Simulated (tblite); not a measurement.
# C7H15B: the cost of one run

Computed with tblite 0.8.0 and PySCF 2.14.0, with density-fitted response routines of our own, on a single molecule in the gas phase. Atoms count from 0, in the outputs and in this text.

### 1 Starting geometry

23 atoms, charge 0, multiplicity 1; geometry from: force field or distance geometry start.

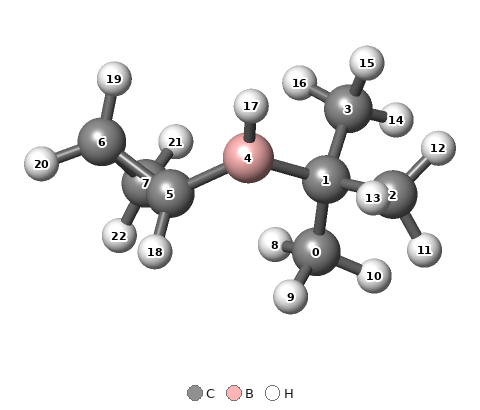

The starting geometry (carbon grey, boron pink, hydrogen white), atoms numbered.

### 2 Geometry optimisation with GFN2-xTB

Job settings and geometry (Å):

```
{"job": {"kind": "relax", "xc": "GFN2-xTB", "basis": "xTB"}, "charge": 0, "multiplicity": 1}
C     -0.898800     1.278100    -0.570000
C     -1.021500    -0.121900    -0.032900
C     -2.365000    -0.220400     0.659900
C     -1.022300    -1.173900    -1.106300
B      0.168800    -0.488900     0.974900
C      1.468200     0.391500     0.869300
C      2.815900    -0.251600     0.672000
C      2.188700     0.581300    -0.432900
H     -0.031200     1.425300    -1.227800
H     -0.741900     1.936600     0.326600
H     -1.864600     1.624600    -1.023300
H     -2.993300     0.692200     0.457600
H     -2.952000    -1.056900     0.200500
H     -2.258100    -0.344900     1.745600
H     -1.705200    -0.942200    -1.926300
H     -1.349300    -2.135000    -0.597600
H     -0.031400    -1.382800    -1.517300
H      0.110900    -1.521200     1.563400
H      1.466200     1.300200     1.523500
H      2.760100    -1.358300     0.581700
H      3.731700     0.224000     1.067600
H      1.947900    -0.034300    -1.313100
H      2.571200     1.605300    -0.612100
```

Launch:

```bash
$ OMP_NUM_THREADS=1 python probes_run.py task.json out
```

The driver reads the jobs from task.json and runs them one after another.

**Question.** How long does this first job take on 1 thread of Arm Neoverse V2, shared host, and how much memory does it need?

About 1 s, with a peak of 0.18 GiB.
